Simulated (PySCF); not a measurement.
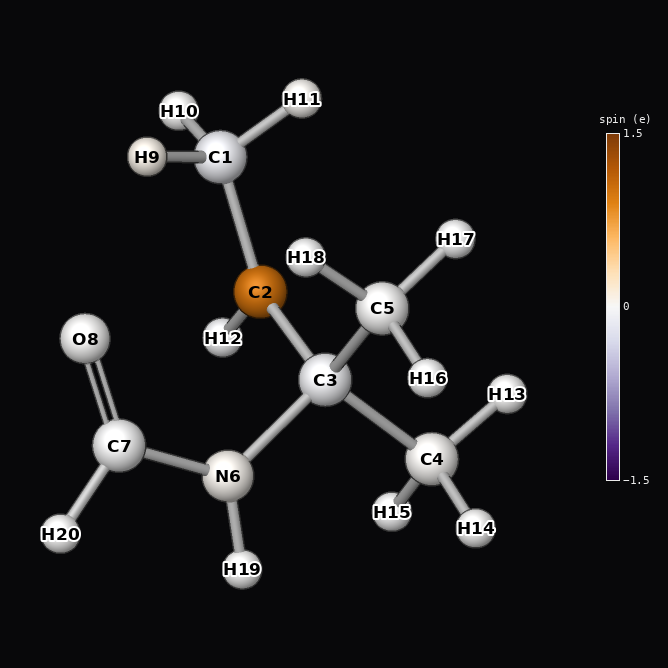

Atoms are coloured by their Mulliken spin populations. The species is neutral and a spin doublet. The computed structure is the end point of a GFN2-xTB optimisation. No frequency run is at hand to confirm it as a minimum. Level of theory: UKS B3LYP, pcH-1 on C H N O, non-relativistic (PySCF 2.14.0).

### Which atom carries the largest spin population?

C2 (1.02 e).

### Which atom has the lowest spin population?

C1 (−0.09 e); a negative value comes from spin polarisation.

Give the Mulliken spin populations atom by atom.

| atom | value (e) |
| --- | --- |
| C1 | −0.09 |
| C2 | 1.02 |
| C3 | −0.06 |
| C4 | 0.01 |
| C5 | 0.00 |
| N6 | 0.04 |
| C7 | 0.00 |
| O8 | 0.00 |
| H9 | 0.06 |
| H10 | 0.00 |
| H11 | 0.04 |
| H12 | −0.05 |
| H13 | 0.00 |
| H14 | 0.01 |
| H15 | 0.00 |
| H16 | 0.00 |
| H17 | 0.00 |
| H18 | 0.00 |
| H19 | 0.00 |
| H20 | 0.00 |

Mulliken values depend strongly on the basis set.
